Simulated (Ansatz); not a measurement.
CaF2 (fluorite)

Space group Fm-3m (No. 225); a = b = c = 5.4392 Å, α = β = γ = 90.00°

```
atom  site  symmetry       x       y       z
----  ----  --------  ------  ------  ------
Ca      4a      m-3m  0.0000  0.0000  0.0000
F       8c      -43m  0.2500  0.2500  0.2500
```
(The calculation used a cell of 3 atoms; values per cell refer to that cell.)

Equation-of-state scan: isotropic scaling of the cell above, V₀ being its volume. Symmetry pins the atoms to their sites.

Computed with r2SCAN (plane waves to 500 eV, PAW, scalar-relativistic; Ansatz, a first-principles code). k mesh 11×11×11 (Γ-centred), Fermi-Dirac smearing 0.05 eV. E stands for the smeared free energy. CaF2 was relaxed with its symmetry unable to fall. ΔE is measured from the relaxed starting cell.

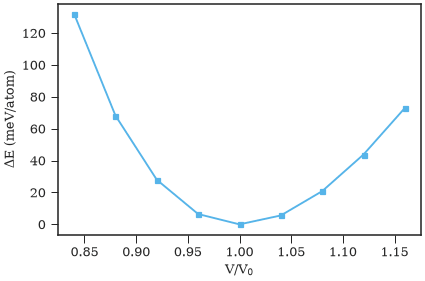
Fig. 1. ΔE (meV/atom) against V/V₀; markers are the computed points, lines only join them.

What is ΔE at V/V₀ = 1.160?

About 73 meV/atom.

What is ΔE at V/V₀ = 0.840?

About 130 meV/atom.

What bulk modulus B₀ follows from a third-order Birch-Murnaghan fit?

About 89 GPa.

(Under strain, the slope of the energy per volume gives the stress and its curvature an elastic modulus.)
